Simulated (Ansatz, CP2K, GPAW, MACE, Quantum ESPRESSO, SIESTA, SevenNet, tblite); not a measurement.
# Quantum ESPRESSO on H-capped AlP nanocrystal (rod) (34 atoms): settings against a plane-wave reference

Aim: run H-capped AlP nanocrystal (rod) (34 atoms) in Quantum ESPRESSO and see how near its forces come to a plane-wave reference, and at what cost.

Main program and level: Quantum ESPRESSO 7.5; the method is named at each step.

## (1) The starting structure

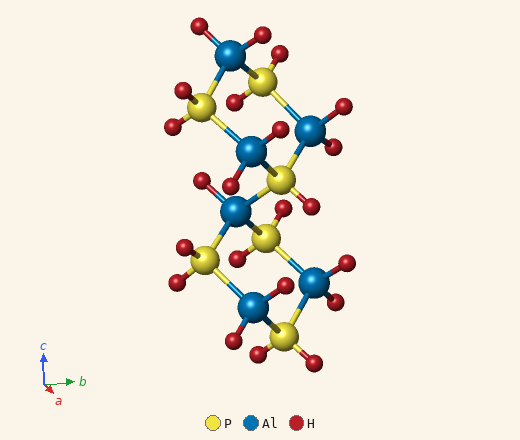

The cell as given, slightly off an axis (phosphorus yellow, aluminium blue, hydrogen red).

The cell holds 34 atoms: 6 P, 6 Al and 22 H. Cell: a = 15.829 Å, b = 15.829 Å, c = 21.292 Å, α = 90.0°, β = 90.0°, γ = 90.0°. It derives from AlP (zinc-blende). Rod of size parameter 3.1 Å cut from zinc-blende AlP (a = 5.463 Å), atoms with fewer than two neighbours dropped, broken bonds capped with H, 10 Å of vacuum. Then every atom was moved at random, 0.03 Å r.m.s. a Cartesian component (hydrogen 0.6 of that). Regions: crystal, 12 atoms (6 P and 6 Al); hydrogen, 22 atoms (22 H). Vacuum lies along a, b and c.

The yardstick, on the same geometry:

* method: Kohn-Sham DFT, PBE, PAW, plane waves (Ansatz 0.2.0); cutoff 420 eV, Γ point, fermi-dirac smearing of 0.05 eV; PAW set soft_2
* r.m.s. force component: 0.849 eV/Å
* longest force: 3.836 eV/Å
* gap (highest filled to lowest empty level): 3.074 eV
* SCF cycles: 8
* time: 6.5 s on 8 threads of Arm Neoverse V2, shared host
* CPU time: 43 s

## (2) PBE, sssp-1.3.0-efficiency, 45/360 Ry

Method: Kohn-Sham DFT, PBE, SSSP efficiency 1.3.0 pseudopotentials, plane waves.

Contents of pw.in:

```
&control
  calculation = 'scf'
  pseudo_dir = './pseudo'
  outdir = './tmp'
  disk_io = 'none'
  tprnfor = .true.
/
&system
  ibrav = 0
  nat = 34
  ntyp = 3
  ecutwfc = 45
  ecutrho = 360
  nosym = .true.
  occupations = 'smearing'
  smearing = 'fd'
  degauss = 0.003675
/
&electrons
  conv_thr = 1.7e-07
  electron_maxstep = 100
  mixing_beta = 0.2
  mixing_mode = 'local-TF'
  diagonalization = 'david'
/
ATOMIC_SPECIES
P 30.974 P.upf
Al 26.982 Al.upf
H 1.008 H.upf
CELL_PARAMETERS angstrom
15.82930 0.00000 0.00000
0.00000 15.82930 0.00000
0.00000 0.00000 21.29230
ATOMIC_POSITIONS crystal
P 0.36786 0.54050 0.40416
P 0.36876 0.54008 0.66064
P 0.53762 0.36875 0.40645
P 0.53731 0.36872 0.65695
P 0.53641 0.53902 0.27190
Al 0.45299 0.62498 0.34123
Al 0.62790 0.45274 0.34008
Al 0.45442 0.45656 0.46751
P 0.53987 0.53898 0.52925
Al 0.45538 0.62332 0.59040
Al 0.62788 0.45598 0.59555
Al 0.45643 0.45133 0.72343
H 0.31376 0.59159 0.44140
H 0.31728 0.48733 0.36446
H 0.31250 0.48961 0.61992
H 0.32022 0.58924 0.69601
H 0.49020 0.31674 0.36427
H 0.59011 0.31321 0.43941
H 0.59426 0.31628 0.69728
H 0.48729 0.31526 0.61920
H 0.48853 0.49140 0.23681
H 0.59109 0.59171 0.23460
H 0.51277 0.68529 0.38034
H 0.39394 0.68399 0.29605
H 0.68385 0.51264 0.38203
H 0.68132 0.39659 0.29715
H 0.39437 0.39654 0.51081
H 0.58886 0.59339 0.49094
H 0.51249 0.68576 0.63714
H 0.39787 0.68585 0.55096
H 0.68772 0.39615 0.55180
H 0.68338 0.50909 0.63828
H 0.39822 0.39740 0.76463
H 0.51261 0.51121 0.76373
K_POINTS gamma
```

Run with:

```
OMP_NUM_THREADS=1 mpirun -np 4 pw.x -in pw.in > output.txt
```

Output:

```text
Program PWSCF
     gamma-point specific algorithms are used
     Parallelization info
     sticks:   dense  smooth     PW     G-vecs:    dense   smooth      PW
     Min        6406    3199    798              1038269   367069   45874
     Max        6408    3202    800              1038288   367082   45880
     Sum       25629   12801   3197              4153119  1468299  183513
     bravais-lattice index     =            0
     lattice parameter (alat)  =      29.9130  a.u.
     unit-cell volume          =   36003.3239 (a.u.)^3
     number of atoms/cell      =           34
     number of atomic types    =            3
     number of electrons       =        70.00
     number of Kohn-Sham states=           42
     kinetic-energy cutoff     =      45.0000  Ry
     charge density cutoff     =     360.0000  Ry
     scf convergence threshold =      1.7E-07
     mixing beta               =       0.2000
     number of iterations used =            8  local-TF  mixing
     Exchange-correlation= PBE
                           (   1   4   3   4   0   0   0)
     crystal axes: (cart. coord. in units of alat)
               a(1) = (   1.000000   0.000000   0.000000 )
               a(2) = (   0.000000   1.000000   0.000000 )
               a(3) = (   0.000000   0.000000   1.345119 )
     reciprocal axes: (cart. coord. in units 2 pi/alat)
               b(1) = (  1.000000  0.000000  0.000000 )
               b(2) = (  0.000000  1.000000  0.000000 )
               b(3) = (  0.000000  0.000000  0.743428 )
     PseudoPot. # 1 for P :
     Pseudo is Ultrasoft + core correction, Zval =  5.0
     PseudoPot. # 2 for Al:
     Pseudo is Projector augmented-wave + core cor, Zval =  3.0
     PseudoPot. # 3 for H :
     Pseudo is Ultrasoft, Zval =  1.0
     atomic species   valence    mass     pseudopotential
     P                 5.00    30.97400     P ( 1.00)
     Al                3.00    26.98200     Al( 1.00)
     H                 1.00     1.00800     H ( 1.00)
     No symmetry found
   Cartesian axes
     number of k points=     1  Fermi-Dirac smearing, width (Ry)=  0.0037
                       cart. coord. in units 2pi/alat
        k(    1) = (   0.0000000   0.0000000   0.0000000), wk =   2.0000000
     Dense  grid:  2076560 G-vectors     FFT dimensions: ( 192, 192, 243)
     Smooth grid:   734150 G-vectors     FFT dimensions: ( 128, 128, 180)
     Initial potential from superposition of free atoms
     starting charge      69.9851, renormalised to      70.0000
     negative rho (up, down):  3.769E-04 0.000E+00
     Starting wfcs are   70 randomized atomic wfcs
     Self-consistent Calculation
     iteration #  1     ecut=    45.00 Ry     beta= 0.20
     negative rho (up, down):  2.460E-07 0.000E+00
     total energy              =    -347.33958021 Ry
     estimated scf accuracy    <       1.79336005 Ry
     iteration #  2     ecut=    45.00 Ry     beta= 0.20
     negative rho (up, down):  2.532E-07 0.000E+00
     total energy              =    -346.68833865 Ry
     estimated scf accuracy    <       1.42571419 Ry
     iteration #  3     ecut=    45.00 Ry     beta= 0.20
     total energy              =    -346.89336114 Ry
     estimated scf accuracy    <       0.14466638 Ry
     iteration #  4     ecut=    45.00 Ry     beta= 0.20
     negative rho (up, down):  4.230E-05 0.000E+00
     total energy              =    -346.92526140 Ry
     estimated scf accuracy    <       0.13425648 Ry
     iteration #  5     ecut=    45.00 Ry     beta= 0.20
     negative rho (up, down):  2.290E-03 0.000E+00
     total energy              =    -346.85519679 Ry
     estimated scf accuracy    <       0.20166575 Ry
     iteration #  6     ecut=    45.00 Ry     beta= 0.20
     negative rho (up, down):  2.500E-03 0.000E+00
     total energy              =    -346.85615449 Ry
     estimated scf accuracy    <       0.03611962 Ry
     iteration #  7     ecut=    45.00 Ry     beta= 0.20
     negative rho (up, down):  2.421E-02 0.000E+00
     total energy              =    -346.85980916 Ry
     estimated scf accuracy    <       0.01124130 Ry
     iteration #  8     ecut=    45.00 Ry     beta= 0.20
     negative rho (up, down):  1.182E-02 0.000E+00
     total energy              =    -346.85923003 Ry
     estimated scf accuracy    <       0.00911820 Ry
     iteration #  9     ecut=    45.00 Ry     beta= 0.20
     negative rho (up, down):  6.671E-02 0.000E+00
     total energy              =    -346.86007958 Ry
     estimated scf accuracy    <       0.00507309 Ry
     iteration # 10     ecut=    45.00 Ry     beta= 0.20
     negative rho (up, down):  4.337E-02 0.000E+00
     total energy              =    -346.85993314 Ry
     estimated scf accuracy    <       0.00250952 Ry
     iteration # 11     ecut=    45.00 Ry     beta= 0.20
     negative rho (up, down):  1.598E-02 0.000E+00
     total energy              =    -346.85975375 Ry
     estimated scf accuracy    <       0.00329946 Ry
     iteration # 12     ecut=    45.00 Ry     beta= 0.20
     negative rho (up, down):  2.569E-02 0.000E+00
     total energy              =    -346.85960160 Ry
     estimated scf accuracy    <       0.00110748 Ry
[...]
total energy              =    -346.85952828 Ry
[...]
iteration # 22     ecut=    45.00 Ry     beta= 0.20
[...]
total energy              =    -346.85952604 Ry
     estimated scf accuracy    <       0.00000123 Ry
     iteration # 23     ecut=    45.00 Ry     beta= 0.20
     negative rho (up, down):  5.885E-04 0.000E+00
     total energy              =    -346.85952289 Ry
     estimated scf accuracy    <       0.00000096 Ry
     iteration # 24     ecut=    45.00 Ry     beta= 0.20
     negative rho (up, down):  5.110E-04 0.000E+00
     total energy              =    -346.85952077 Ry
     estimated scf accuracy    <       0.00000062 Ry
     iteration # 25     ecut=    45.00 Ry     beta= 0.20
     negative rho (up, down):  4.506E-04 0.000E+00
     total energy              =    -346.85952180 Ry
     estimated scf accuracy    <       0.00000039 Ry
     iteration # 26     ecut=    45.00 Ry     beta= 0.20
     negative rho (up, down):  3.928E-04 0.000E+00
     End of self-consistent calculation
          k = 0.0000 0.0000 0.0000 ( 91757 PWs)   bands (ev):
   -16.9015 -16.5661 -16.4840 -16.1308 -15.8585 -15.4426 -11.0572 -10.9370
   -10.8076 -10.6928 -10.4942 -10.3156 -10.2663 -10.1256  -9.9554  -9.8014
    -9.5975  -8.7194  -8.6698  -8.2617  -7.8926  -7.7414  -7.5020  -7.2878
    -7.0213  -6.7514  -6.6651  -6.6060  -6.3532  -6.3345  -6.2022  -5.9119
    -5.7966  -5.6537  -5.4909  -2.4124  -1.7163  -1.5907  -1.3982  -1.1942
    -1.0777  -0.8604
     the Fermi energy is    -4.0882 ev
!    total energy              =    -346.85952202 Ry
     estimated scf accuracy    <       0.00000015 Ry
     smearing contrib. (-TS)   =      -0.00000000 Ry
     internal energy E=F+TS    =    -346.85952202 Ry
     The total energy is F=E-TS. E is the sum of the following terms:
     one-electron contribution =    -565.56337815 Ry
     hartree contribution      =     288.52123631 Ry
     xc contribution           =     -56.72268409 Ry
     ewald contribution        =     195.10722029 Ry
     one-center paw contrib.   =    -208.20191639 Ry
     convergence has been achieved in  26 iterations
     negative rho (up, down):  3.928E-04 0.000E+00
     Forces acting on atoms (cartesian axes, Ry/au):
     atom    1 type  1   force =    -0.00205707   -0.01835683   -0.01529742
     atom    2 type  1   force =     0.05492639   -0.07971384   -0.10041056
     atom    3 type  1   force =     0.00115636    0.01048610   -0.05131544
     atom    4 type  1   force =     0.04146325   -0.01225942    0.01213862
     atom    5 type  1   force =     0.08151856    0.06031780    0.11123824
     atom    6 type  2   force =    -0.00863657    0.06942345   -0.05016389
     atom    7 type  2   force =     0.00854786    0.01402224   -0.00704279
     atom    8 type  2   force =    -0.03613526   -0.03169743    0.04812675
     atom    9 type  1   force =     0.01297982   -0.01430348   -0.00392300
     atom   10 type  2   force =    -0.00613650    0.07640313    0.04372390
     atom   11 type  2   force =     0.03092304   -0.03657463   -0.04365491
     atom   12 type  2   force =    -0.02088100    0.01293158    0.02908211
[...]
atom   30 type  3   force =    -0.01495510   -0.00393356   -0.01679173
     atom   31 type  3   force =    -0.01298186   -0.00149298   -0.00159815
     atom   32 type  3   force =     0.01452848    0.02954340    0.03384333
     atom   33 type  3   force =    -0.02608146   -0.02870131    0.01775324
     atom   34 type  3   force =     0.02095976    0.01668885    0.00244226
     Total force =     0.335312     Total SCF correction =     0.000393
     Message from routine punch:
     Nothing written, as per user request (disk_io='none')
```

The job ended after 4.9 min (4 MPI ranks of Arm Neoverse V2, shared host; peak memory 7.7 GiB).

Banners, paths, timers and routine set-up lines are dropped from the logs unmarked, and long logs keep their key lines alone; longer cuts are marked.

Numbers from this run, and their distance from the reference:

| Item | Value |
| --- | --- |
| r.m.s. force component | 0.8536 eV/Å |
| r.m.s. difference of force components | 10.1 meV/Å |
| longest difference of force vectors | 34.42 meV/Å |
| force difference over r.m.s. force | 1.189 % |
| slope of forces against the reference's | 1.005 |
| correlation of force components | 0.9999 |
| gap (highest filled to lowest empty level) | 3.079 eV |
| gap difference | 0.0044 eV |

Length of the force difference by element (eV/Å):

```
element  atoms   mean   most
     Al      6  0.018  0.025
      H     22  0.014  0.034
      P      6  0.018  0.034
```

Levels nearest the highest filled one (eV from it): -1.80, -1.53, -1.26, -1.17, -1.12, -0.86, -0.84, -0.71, -0.42, -0.31, -0.16, 0.00, 3.08, 3.77, 3.90, 4.09, 4.30, 4.41, 4.63.

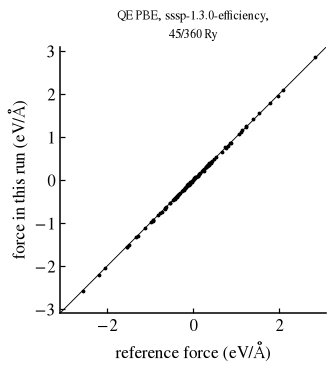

Force components against those of the reference; the line marks equality.

The surroundings of P5, which bears the longest force, nearest first, numbered as they follow in the input and with coordinates relative to it.

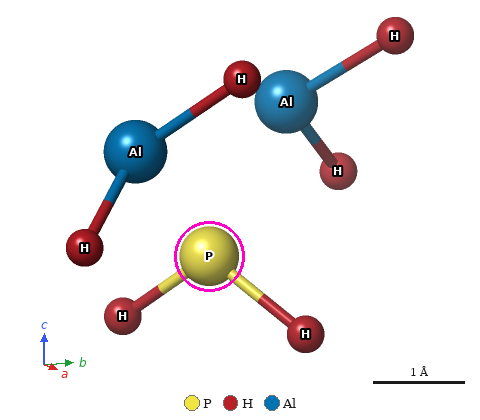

The atoms of the table, within 3.3 Å (arrows a, b, c point along x, y, z); some may hide others; the central atom is ringed.

```
atom      x      y      z  distance (Å)  bonds     Fx     Fy  Fz (eV/Å)
  P5   0.00   0.00   0.00          0.00      4   2.10   1.55       2.86
 H21  -0.76  -0.75  -0.75          1.30      1  -1.55  -1.56      -2.22
 H22   0.87   0.83  -0.79          1.44      1  -0.54  -0.43       0.00
 Al6  -1.32   1.36   1.48          2.40      4  -0.22   1.78      -1.29
 Al7   1.45  -1.37   1.45          2.46      4   0.22   0.36      -0.18
 H24  -2.26   2.29   0.51          3.26      1  -0.02  -0.35       0.14
 H26   2.29  -2.25   0.54          3.26      1   0.39  -0.77      -0.63
 H23  -0.37   2.32   2.31          3.29      1   0.31  -0.23       0.36
 H25   2.33  -0.42   2.34          3.33      1  -0.12   0.36       0.31
```

Forces lie 1.2 % from the reference's, at 27 times its CPU time (on 4 against 8 cores).

## (3) PBE, sg15-1.2, 80/320 Ry

Method: Kohn-Sham DFT, PBE, SG15 1.2 norm-conserving pseudopotentials, plane waves.

The pseudopotential files are exchanged too: ./pseudo now holds the set sg15-pbe-1.2.

Changes to pw.in since step 2:

```diff
@@ -11,4 +11,4 @@
   ntyp = 3
-  ecutwfc = 45
-  ecutrho = 360
+  ecutwfc = 80
+  ecutrho = 320
   nosym = .true.
```

Output:

```text
[banner, memory and clock lines left out]
Program PWSCF
     gamma-point specific algorithms are used
     bravais-lattice index     =            0
     lattice parameter (alat)  =      29.9130  a.u.
     unit-cell volume          =   36003.3239 (a.u.)^3
[... lines left out ...]
     number of electrons       =       118.00
[... lines left out ...]
     scf convergence threshold =      1.7E-07
[... lines left out ...]
     number of k points=     1  Fermi-Dirac smearing, width (Ry)=  0.0037
[... lines left out ...]
     total energy              =    -935.60976447 Ry
[... lines left out ...]
     total energy              =    -934.99159826 Ry
[... lines left out ...]
     total energy              =    -935.21392858 Ry
[... lines left out ...]
     total energy              =    -935.21254202 Ry
[... lines left out ...]
     total energy              =    -935.21254340 Ry
[... lines left out ...]
    -9.5363  -8.6529  -8.6101  -8.1945  -7.8254  -7.6944  -7.4507  -7.2187
    -6.9626  -6.6888  -6.6097  -6.5459  -6.3039  -6.2842  -6.1538  -5.8649
    -5.7448  -5.6055  -5.4451  -2.3329  -1.6397  -1.5135  -1.3189  -1.1124
    -1.0050  -0.7973  -0.7298  -0.5083  -0.4865  -0.4594  -0.3925
     the Fermi energy is    -4.1050 ev
!    total energy              =    -935.21254251 Ry
     estimated scf accuracy    <       0.00000012 Ry
     smearing contrib. (-TS)   =      -0.00000000 Ry
     internal energy E=F+TS    =    -935.21254251 Ry
     The total energy is F=E-TS. E is the sum of the following terms:
     one-electron contribution =   -2511.56457654 Ry
     hartree contribution      =    1178.37204249 Ry
     xc contribution           =    -129.16643204 Ry
     ewald contribution        =     527.14642357 Ry
     convergence has been achieved in  27 iterations
     Forces acting on atoms (cartesian axes, Ry/au):
     atom    1 type  1   force =    -0.00291321   -0.01802864   -0.01499366
     atom    2 type  1   force =     0.05333949   -0.07823301   -0.09889330
     atom    3 type  1   force =     0.00160502    0.00936975   -0.05096169
[...]
atom   33 type  3   force =    -0.02527981   -0.02789874    0.01746031
     atom   34 type  3   force =     0.02022363    0.01596598    0.00230026
     Total force =     0.330589     Total SCF correction =     0.000752
     Message from routine punch:
     Nothing written, as per user request (disk_io='none')
```

It took 6.5 min on 4 MPI ranks; peak memory 3.4 GiB; 26 min of CPU time.

Compared with the plane-wave run:

```
r.m.s. force component                           : 0.8416 eV/Å
r.m.s. difference of force components            : 12.97 meV/Å
longest difference of force vectors              : 47.9 meV/Å
force difference over r.m.s. force               : 1.527 %
slope of forces against the reference's          : 0.9912
correlation of force components                  : 0.9999
gap (highest filled to lowest empty level) : 3.112 eV
gap difference                                   : 0.0381 eV
```

Against the first run (1.2 %), the force difference from the reference is 1.5 %, at 1.3 times the CPU time.

[end of part 1 of 2]

[Also dropped from logs without a mark: logging warnings of Python, and SIESTA's first energy breakdown and zero terms.]

[Logs are printed without paths, hosts, clocks, repeated set-up lines and the standing remarks that a program may print on its own settings, such as how far it seeks lower states.]

[Hosts, paths, dates, database ids (printed as entryN), source tags and the programs' standing remarks are cut or masked in the printed files.]
